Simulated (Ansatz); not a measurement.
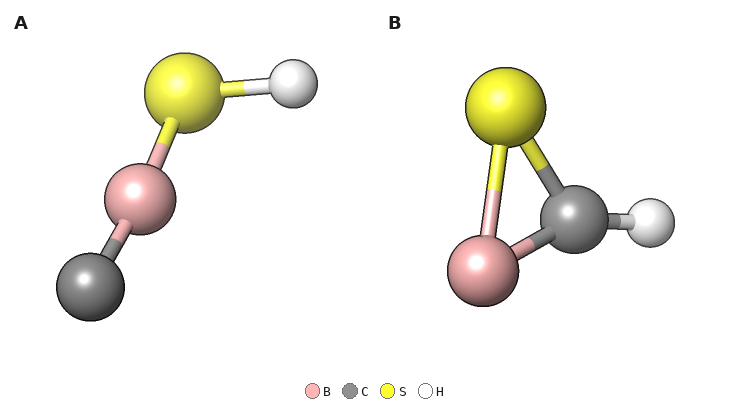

2 stationary structures of one formula. Geometries: PBE-D4/def2-SVP. Electronic energies: PBE-D4/def2-SVP (Ansatz 0.2.0), without zero-point energy. No frequency run is at hand to confirm each as a minimum.

> Which is lowest in energy, and by how much?

B is lowest; A lies 34.4 kcal/mol above it.
